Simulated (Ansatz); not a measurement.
SiH$_{6}$O$_{2}$: geometry relaxation (part 2 of 2)

Continued. System: SiH$_{6}$O$_{2}$. Method: RKS PBE0-D4/def2-TZVP (Ansatz 0.2.0). The geometry is a transition state displaced along its imaginary mode. The reaction was set up to form Si1–O7 and H2–H6 and to break Si1–H2 and H6–O7 (atoms counted from 1 in the order of the input); sticks are drawn by distance alone.

Geometry of the input (Å):
```
Si -0.4177  -0.1984  0.1417
H  0.8375  -1.6209  -0.0470
H  -1.2009  -1.0117  -0.8381
H  -0.5124  -0.6565  1.5676
O  -1.2798  1.2043  0.0588
H  1.2030  -0.9336  -0.2432
O  1.1588  0.4281  -0.2748
H  -1.0201  1.8461  0.7203
H  1.2316  0.9427  -1.0855
```

Log, continued
```
relax step  61: F+E_penalty+E_count = -12065.62381403 eV  Δ(F+E_penalty+E_count) = +7.317e-4 eV  max|allowed force component| = 1.158e-1 eV/Å  Δτ_max = 0.1305 Å  (29 SCF iters, rejected (line search))
relax step  62: F+E_penalty+E_count = -12065.62462405 eV  Δ(F+E_penalty+E_count) = -7.829e-5 eV  max|allowed force component| = 2.884e-2 eV/Å  Δτ_max = 0.0636 Å  (28 SCF iters, accepted)
relax step  63: F+E_penalty+E_count = -12065.62468838 eV  Δ(F+E_penalty+E_count) = -6.434e-5 eV  max|allowed force component| = 2.424e-2 eV/Å  Δτ_max = 0.0237 Å  (30 SCF iters, accepted)
relax step  64: F+E_penalty+E_count = -12065.62480492 eV  Δ(F+E_penalty+E_count) = -1.165e-4 eV  max|allowed force component| = 1.622e-2 eV/Å  Δτ_max = 0.0384 Å  (30 SCF iters, accepted)
relax step  65: F+E_penalty+E_count = -12065.62491618 eV  Δ(F+E_penalty+E_count) = -1.113e-4 eV  max|allowed force component| = 3.068e-2 eV/Å  Δτ_max = 0.0856 Å  (29 SCF iters, accepted)
relax step  66: F+E_penalty+E_count = -12065.62497684 eV  Δ(F+E_penalty+E_count) = -6.066e-5 eV  max|allowed force component| = 1.935e-2 eV/Å  Δτ_max = 0.0027 Å  (21 SCF iters, accepted)
relax step  67: F+E_penalty+E_count = -12065.62503467 eV  Δ(F+E_penalty+E_count) = -5.783e-5 eV  max|allowed force component| = 2.590e-3 eV/Å  Δτ_max = 0.0069 Å  (32 SCF iters, accepted)
relax step  68: F+E_penalty+E_count = -12065.62512887 eV  Δ(F+E_penalty+E_count) = -9.420e-5 eV  max|allowed force component| = 2.458e-2 eV/Å  Δτ_max = 0.0596 Å  (28 SCF iters, accepted)
relax step  69: F+E_penalty+E_count = -12065.62518462 eV  Δ(F+E_penalty+E_count) = -5.575e-5 eV  max|allowed force component| = 3.352e-2 eV/Å  Δτ_max = 0.0515 Å  (28 SCF iters, accepted)
relax step  70: F+E_penalty+E_count = -12065.62526324 eV  Δ(F+E_penalty+E_count) = -7.861e-5 eV  max|allowed force component| = 2.758e-2 eV/Å  Δτ_max = 0.0259 Å  (30 SCF iters, accepted)
relax step  71: F+E_penalty+E_count = -12065.62542346 eV  Δ(F+E_penalty+E_count) = -1.602e-4 eV  max|allowed force component| = 3.107e-2 eV/Å  Δτ_max = 0.0670 Å  (28 SCF iters, accepted)
relax step  72: F+E_penalty+E_count = -12065.62475669 eV  Δ(F+E_penalty+E_count) = +6.668e-4 eV  max|allowed force component| = 1.306e-1 eV/Å  Δτ_max = 0.1483 Å  (28 SCF iters, rejected (line search))
relax step  73: F+E_penalty+E_count = -12065.62553147 eV  Δ(F+E_penalty+E_count) = -1.080e-4 eV  max|allowed force component| = 4.117e-2 eV/Å  Δτ_max = 0.0710 Å  (28 SCF iters, accepted)
relax step  74: F+E_penalty+E_count = -12065.62559322 eV  Δ(F+E_penalty+E_count) = -6.174e-5 eV  max|allowed force component| = 2.907e-2 eV/Å  Δτ_max = 0.0153 Å  (31 SCF iters, accepted)
relax step  75: F+E_penalty+E_count = -12065.62576045 eV  Δ(F+E_penalty+E_count) = -1.672e-4 eV  max|allowed force component| = 2.165e-2 eV/Å  Δτ_max = 0.0573 Å  (29 SCF iters, accepted)
relax step  76: F+E_penalty+E_count = -12065.62556592 eV  Δ(F+E_penalty+E_count) = +1.945e-4 eV  max|allowed force component| = 8.138e-2 eV/Å  Δτ_max = 0.1420 Å  (29 SCF iters, rejected (line search))
relax step  77: F+E_penalty+E_count = -12065.62594279 eV  Δ(F+E_penalty+E_count) = -1.823e-4 eV  max|allowed force component| = 3.068e-2 eV/Å  Δτ_max = 0.0681 Å  (28 SCF iters, accepted)
relax step  78: F+E_penalty+E_count = -12065.62590341 eV  Δ(F+E_penalty+E_count) = +3.937e-5 eV  max|allowed force component| = 7.410e-2 eV/Å  Δτ_max = 0.0986 Å  (29 SCF iters, rejected (line search))
relax step  79: F+E_penalty+E_count = -12065.62612281 eV  Δ(F+E_penalty+E_count) = -1.800e-4 eV  max|allowed force component| = 2.348e-2 eV/Å  Δτ_max = 0.0484 Å  (29 SCF iters, accepted)
relax step  80: F+E_penalty+E_count = -12065.62631099 eV  Δ(F+E_penalty+E_count) = -1.882e-4 eV  max|allowed force component| = 1.289e-2 eV/Å  Δτ_max = 0.0483 Å  (29 SCF iters, accepted)
relax step  81: F+E_penalty+E_count = -12065.62652509 eV  Δ(F+E_penalty+E_count) = -2.141e-4 eV  max|allowed force component| = 3.614e-2 eV/Å  Δτ_max = 0.0735 Å  (27 SCF iters, accepted)
relax step  82: F+E_penalty+E_count = -12065.62666817 eV  Δ(F+E_penalty+E_count) = -1.431e-4 eV  max|allowed force component| = 5.285e-2 eV/Å  Δτ_max = 0.0537 Å  (29 SCF iters, accepted)
relax step  83: F+E_penalty+E_count = -12065.62691909 eV  Δ(F+E_penalty+E_count) = -2.509e-4 eV  max|allowed force component| = 6.688e-2 eV/Å  Δτ_max = 0.0498 Å  (30 SCF iters, accepted)
relax step  84: F+E_penalty+E_count = -12065.62732335 eV  Δ(F+E_penalty+E_count) = -4.043e-4 eV  max|allowed force component| = 1.012e-1 eV/Å  Δτ_max = 0.0905 Å  (28 SCF iters, accepted)
relax step  85: F+E_penalty+E_count = -12065.62767753 eV  Δ(F+E_penalty+E_count) = -3.542e-4 eV  max|allowed force component| = 1.122e-1 eV/Å  Δτ_max = 0.0571 Å  (29 SCF iters, accepted)
relax step  86: F+E_penalty+E_count = -12065.62819418 eV  Δ(F+E_penalty+E_count) = -5.167e-4 eV  max|allowed force component| = 1.335e-1 eV/Å  Δτ_max = 0.0917 Å  (28 SCF iters, accepted)
relax step  87: F+E_penalty+E_count = -12065.62869629 eV  Δ(F+E_penalty+E_count) = -5.021e-4 eV  max|allowed force component| = 1.321e-1 eV/Å  Δτ_max = 0.0596 Å  (28 SCF iters, accepted)
relax step  88: F+E_penalty+E_count = -12065.62929792 eV  Δ(F+E_penalty+E_count) = -6.016e-4 eV  max|allowed force component| = 1.289e-1 eV/Å  Δτ_max = 0.0859 Å  (29 SCF iters, accepted)
relax step  89: F+E_penalty+E_count = -12065.62964937 eV  Δ(F+E_penalty+E_count) = -3.515e-4 eV  max|allowed force component| = 1.077e-1 eV/Å  Δτ_max = 0.0391 Å  (30 SCF iters, accepted)
relax step  90: F+E_penalty+E_count = -12065.63005708 eV  Δ(F+E_penalty+E_count) = -4.077e-4 eV  max|allowed force component| = 6.644e-2 eV/Å  Δτ_max = 0.0475 Å  (28 SCF iters, accepted)
relax step  91: F+E_penalty+E_count = -12065.63024143 eV  Δ(F+E_penalty+E_count) = -1.843e-4 eV  max|allowed force component| = 1.186e-2 eV/Å  Δτ_max = 0.0151 Å  (30 SCF iters, accepted)
relax step  92: F+E_penalty+E_count = -12065.63025648 eV  Δ(F+E_penalty+E_count) = -1.506e-5 eV  max|allowed force component| = 7.097e-3 eV/Å  Δτ_max = 0.0029 Å  (21 SCF iters, accepted)
relax step  93: F+E_penalty+E_count = -12065.63026185 eV  Δ(F+E_penalty+E_count) = -5.364e-6 eV  max|allowed force component| = 1.183e-2 eV/Å  Δτ_max = 0.0025 Å  (30 SCF iters, accepted)
these checks for a lower state are left out or cut short: starts, cluster_reference, orbital_swaps, neighbouring_geometries, increment
834 factors; their error is unknown
mean field -12065.53135740 eV, -443.4000990736 hartree, gradient 1.9e-5 eV, S^2 0.000000; 0 other end points of the search recorded, 0 dependent functions left out
the calculation of the forces begins
reference -12065.53138793 eV, -443.4001001954 hartree; 18, 18 occupied and 117, 117 virtual orbitals, 834 factors
relax step  94: F+E_penalty+E_count = -12065.63027068 eV  Δ(F+E_penalty+E_count) = -8.835e-6 eV  max|allowed force component| = 2.148e-3 eV/Å  Δτ_max = 0.0018 Å  (20 SCF iters, accepted)
834 factors; their error is unknown
mean field evaluation 672: about -12065.4908 eV, gradient 1.0e-1 eV
```

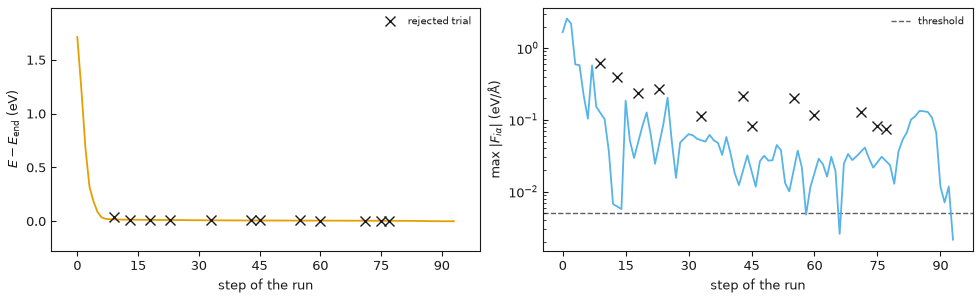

*Progress of the relaxation, step by step (the first geometry is step 0 here and step 1 in the log).*

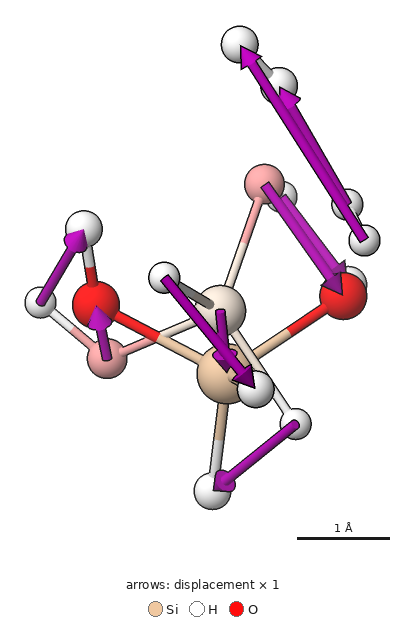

*Start (faint) and end (solid) with the displacements as pink arrows, at true length (ball-and-stick view, seen at a tilt). The two geometries are laid on each other by the best rigid fit.*

The largest move after the best rigid fit is that of H2, 2.55 Å. Largest moves by element: H 2.55 Å, O 1.50 Å, Si 0.78 Å. Among the contacts that change: Si1–O7 1.747 → 1.644 Å, H2–H6 0.803 → 0.748 Å, Si1–H4 1.501 → 1.481 Å, Si1–H3 1.495 → 1.481 Å. Among the angles that change: O5–Si1–O7 98.9° → 113.3°, H4–Si1–O7 113.1° → 103.8°, H3–Si1–O7 120.8° → 111.4°. The energy falls by 1.713 eV in 93 geometry steps. The largest force component goes from 1.7 to 0.0021 eV/Å. The line search rejected the trial steps at points 9, 13, 18, 23, 33, 43, 45, 55 and more (counted from 0) and went back. (Atoms are counted from 1 in the order of the input.)

```
mean field -12065.53135740 eV, -443.4000990736 hartree, gradient 1.9e-5 eV, S^2 0.000000; 1 other end points of the search recorded, 0 dependent functions left out
the calculation of the forces begins
reference -12065.53138793 eV, -443.4001001954 hartree; 18, 18 occupied and 117, 117 virtual orbitals, 834 factors
Total energy: -12065.63030121 eV, -443.4037351914 hartree
Atom 0 at    -1.018368     0.191019    -0.217706 Å, force    -0.002148     0.000354    -0.000222 eV/Å
Atom 1 at     2.265144    -1.109404     1.209126 Å, force    -0.000034    -0.000001    -0.000277 eV/Å
Atom 2 at    -2.135135     0.934100    -0.845497 Å, force     0.000134     0.000199    -0.000482 eV/Å
Atom 3 at    -1.467813    -1.020286     0.505827 Å, force     0.000546    -0.000286     0.000629 eV/Å
Atom 4 at    -0.333368     1.283258     0.797420 Å, force    -0.000005     0.000051    -0.000120 eV/Å
Atom 5 at     1.939137    -1.081947     0.536746 Å, force    -0.000010     0.000006     0.000157 eV/Å
Atom 6 at     0.025812    -0.390761    -1.345906 Å, force     0.000463    -0.000756     0.000229 eV/Å
Atom 7 at     0.372461     0.972522     1.366926 Å, force     0.000669    -0.000142     0.000720 eV/Å
Atom 8 at     0.352026     0.221597    -2.007138 Å, force     0.000385     0.000575    -0.000633 eV/Å
Dipole moment:     0.205219     0.063047    -0.035962 e Å
```

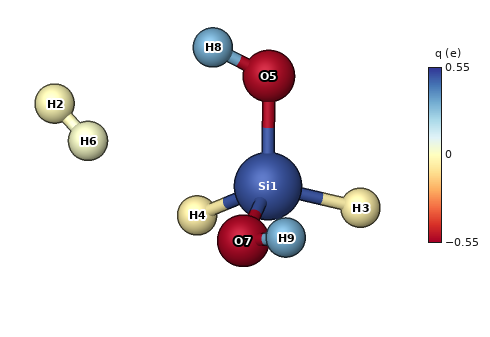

*Mulliken charges, as the colour of each atom (ball-and-stick view, seen at a tilt; atoms are numbered from 1 in the order of the input).*

By element: Si +0.49, H −0.05 to +0.33 and O −0.52 e.

Results in brief

```tsv
quantity	value
outcome	converged
total energy	−12065.6303 eV
mean-field energy	−12065.5314 eV
dispersion energy	−0.0989 eV
SCF solution under orbital rotations	stable
largest force (length of the vector) at the end	0.002 eV/Å
dipole moment	1.05 D
wall time	3.1 min (CPU time 5.1 min)
peak memory	0.29 GiB
```
